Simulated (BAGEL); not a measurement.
# singlet C2HF2Si+: a chain of runs

We compute a single-point energy (singlet C2HF2Si+, HF/6-31G*), then a single-point energy (doublet C2HF2Si, NEVPT2(3,3)/6-31G*), then the energy (doublet C2HF2Si, CASPT2(3,3)/6-31G*) of C2HF2Si. 

The calculation is run with BAGEL 1.2.2.

## Step 1: Starting point

The species is C2HF2Si+ (6 atoms), meant as a singlet with charge +1. SMILES of the parent species: `[C]#C[SiH](F)F`. The Si3–H6 distance was set to 2.349 Å, away from the relaxed value. That shape belongs to the parent species and isn't relaxed for this state. At this shape a bond of the SMILES string is far longer than usual.

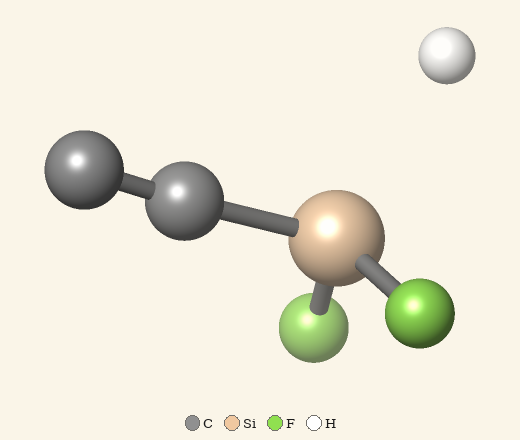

Viewed from a chosen angle; carbon grey, silicon light orange, fluorine green, hydrogen white.

## Step 2: The energy at HF/6-31G(d) (density fitting with svp-jkfit, spherical functions) (run 1)

Contents of input.json:

```json
{ "bagel" : [

{
  "title" : "molecule",
  "basis" : "6-31gs.json",
  "df_basis" : "svp-jkfit",
  "geometry" : [
    { "atom" : "C", "xyz" : [     1.98473588,    -5.07839707,     0.82892647 ] },
    { "atom" : "C", "xyz" : [     1.20409002,    -3.18394664,    -0.19020282 ] },
    { "atom" : "Si", "xyz" : [     0.01677510,    -0.27036690,    -1.53984522 ] },
    { "atom" : "F", "xyz" : [    -2.43401071,    -0.87696898,    -3.13231743 ] },
    { "atom" : "F", "xyz" : [     2.07109637,     0.83361111,    -3.40273724 ] },
    { "atom" : "H", "xyz" : [    -0.95015430,     2.76466932,     1.55203207 ] }
  ]
},

{
  "title" : "hf",
  "charge" : 1
},

{
  "title" : "print",
  "file" : "orbitals.molden",
  "orbitals" : true
}

]}
```

The basis set 6-31G* is read from a file made from the Basis Set Exchange's data (not shown).

On the command line:

```bash
$ BAGEL_NUM_THREADS=1 BAGEL input.json > input.out
```

The program printed:

```text
* using 1 threads per process

  ===============================================================
  ===============================================================

  *** Geometry ***

  { "atom" : "C", "xyz" : [      1.984736,     -5.078397,      0.828926 ] },
  { "atom" : "C", "xyz" : [      1.204090,     -3.183947,     -0.190203 ] },
  { "atom" : "Si", "xyz" : [      0.016775,     -0.270367,     -1.539845 ] },
  { "atom" : "F", "xyz" : [     -2.434011,     -0.876969,     -3.132317 ] },
  { "atom" : "F", "xyz" : [      2.071096,      0.833611,     -3.402737 ] },
  { "atom" : "H", "xyz" : [     -0.950154,      2.764669,      1.552032 ] },

  Number of auxiliary basis functions:      450

  Since a DF basis is specified, we compute 2- and 3-index integrals:
    o Being stored without compression. Storage requirement is 0.021 GB

  Number of basis functions:       76
  Number of electrons      :       45

    * METHOD: MOLECULE                             0.20

  *** RHF ***

  === Nuclear Repulsion ===
   199.4671233539

      * DIIS with orbital gradients will be used.

  === RHF iteration (6-31gs.json) ===
      0       -562.99752746          0.02934094           0.06
      1       -562.55217535          0.04281789           0.05
      2       -563.33198681          0.01470211           0.05
[... 30 lines of this table left out ...]
     33       -563.51164301          0.00000001           0.06
    * SCF iteration converged.

    * Permanent dipole moment:
           (   -0.175140,     0.131540,    -2.082819) a.u.

    * METHOD: HF                                   1.97

    * METHOD: PRINT                                0.01

  ===============================================================
```

It took 2.3 s on 1 thread of Arm Neoverse V1, shared host; peak memory 0.14 GiB.

## Step 3: Doublet neutral C2HF2Si: the energy at NEVPT2(3,3)/6-31G(d) (density fitting with svp-jkfit, spherical functions) (run 2)

Contents of input.json:

```json
{ "bagel" : [

{
  "title" : "molecule",
  "basis" : "6-31gs.json",
  "df_basis" : "svp-jkfit",
  "geometry" : [
    { "atom" : "C", "xyz" : [  1.98473588, -5.07839707,  0.82892647 ] },
    { "atom" : "C", "xyz" : [  1.20409002, -3.18394664, -0.19020282 ] },
    { "atom" : "Si", "xyz" : [  0.01677510, -0.27036690, -1.53984522 ] },
    { "atom" : "F", "xyz" : [ -2.43401071, -0.87696898, -3.13231743 ] },
    { "atom" : "F", "xyz" : [  2.07109637,  0.83361111, -3.40273724 ] },
    { "atom" : "H", "xyz" : [ -0.95015430,  2.76466932,  1.55203207 ] }
  ]
},
{ "title" : "hf", "charge" : 1 },
{ "title" : "casscf", "nstate" : 1, "nact" : 3, "nclosed" : 21, "nspin" : 1, "active" : [22, 23, 24], "maxiter" : 200, "natocc" : true },
{
  "title" : "nevpt2",
  "nstate" : 1,
  "nact" : 3,
  "nclosed" : 21,
  "nspin" : 1,
  "active" : [22, 23, 24],
  "maxiter" : 200,
  "natocc" : true,
  "ncore" : 9
},
{ "title" : "print", "file" : "orbitals.molden", "orbitals" : true }

]}
```

The basis set 6-31G* is read from a file made from the Basis Set Exchange's data (not shown).

On the command line:

```bash
$ BAGEL_NUM_THREADS=1 BAGEL input.json > input.out
```

The program printed:

```text
* using 1 threads per process

  ===============================================================
  ===============================================================

  *** Geometry ***

[... 30 lines left out ...]
    * SCF iteration converged.
[... 1 line left out ...]
    * Permanent dipole moment:
[... 28 lines left out ...]
    * Second-order optimization converged. *
[... 11 lines left out ...]
     * ci vector, state   0, <S^2> = 0.7500
[... 4 lines left out ...]
    * METHOD: CASSCF                               2.73

    * freezing 9 orbitals

  === DF-NEVPT2 calculation ===

    * 3-index integral transformation done
    * assembly done

      NEVPT2 correlation energy:   -0.5946089695      0.15

          (+0)     -0.5045781662
          (+0)'    -0.0089756424
          (+1)     -0.0217371568
          (+1)'    -0.0001680064
          (+2)     -0.0002696513
          (-1)     -0.0567119696
          (-1)'    -0.0004238234
          (-2)     -0.0017445535

      NEVPT2 total energy:       -564.5977077799

    * METHOD: NEVPT2                               0.26

    * METHOD: PRINT                                0.01

  ===============================================================
```

Run time: 5.4 s. Hardware: 1 thread of Arm Neoverse V1, shared host; peak memory 0.14 GiB.

## Step 4: Doublet neutral C2HF2Si: the energy at CASPT2(3,3)/6-31G(d) (density fitting with svp-jkfit, spherical functions) (run 3)

Contents of input.json:

```json
{ "bagel": [

{
  "title": "molecule",
  "basis": "6-31gs.json",
  "df_basis": "svp-jkfit",
  "angstrom": "false",
  "geometry": [
    { "atom": "C", "xyz": [     1.98473588,    -5.07839707,     0.82892647 ] },
    { "atom": "C", "xyz": [     1.20409002,    -3.18394664,    -0.19020282 ] },
    { "atom": "Si", "xyz": [     0.01677510,    -0.27036690,    -1.53984522 ] },
    { "atom": "F", "xyz": [    -2.43401071,    -0.87696898,    -3.13231743 ] },
    { "atom": "F", "xyz": [     2.07109637,     0.83361111,    -3.40273724 ] },
    { "atom": "H", "xyz": [    -0.95015430,     2.76466932,     1.55203207 ] }
  ]
},

{ "title": "hf", "charge": 1 },

{ "title": "casscf", "nstate": 1, "nact": 3, "nclosed": 21, "nspin": 1, "active": [22, 23, 24], "maxiter": 200, "natocc": "true" },

{ "title": "print", "file": "orbitals.molden", "orbitals": "true" },

{ "title": "smith", "method": "caspt2", "ms": "true", "xms": "true", "sssr": "true", "shift": 0.2, "shift_imag": "true", "ncore": 9 }

]}
```

The basis set 6-31G* is read from a file made from the Basis Set Exchange's data (not shown).

On the command line:

```bash
$ BAGEL_NUM_THREADS=1 BAGEL input.json > input.out
```

The program printed:

```text
* using 1 threads per process

  ===============================================================
  ===============================================================

  *** Geometry ***

[... 32 lines left out ...]
    * Permanent dipole moment:
[... 40 lines left out ...]
     * ci vector, state   0, <S^2> = 0.7500
[... 22 lines left out ...]
       #      aibj      arbs      arbi      airj      risj      airs      arst      rist         Etot      error   time
[... 8 lines left out ...]
      ------------------------------------------------------------------------------------------------------------------

    * CASPT2 energy : state  0     -564.6075952849
        w/o shift correction       -564.6048041465
        reference weight              0.8475746091

    * METHOD: SMITH                                0.60

  ===============================================================
```

Run time: 5.7 s. Hardware: 1 thread of Arm Neoverse V1, shared host; peak memory 0.16 GiB.

## Step 5: Results

| quantity | value |
| --- | --- |
| run 1, HF/6-31G*: total energy | -563.51164 Eh |
| run 1, HF/6-31G*: HOMO energy | -17.36 eV |
| run 1, HF/6-31G*: LUMO energy | -10.87 eV |
| run 1, HF/6-31G*: HOMO–LUMO gap | 6.49 eV |
| doublet neutral C2HF2Si, run 2: total energy | -564.59771 Eh |
| doublet neutral C2HF2Si, run 3: total energy | -564.60760 Eh |
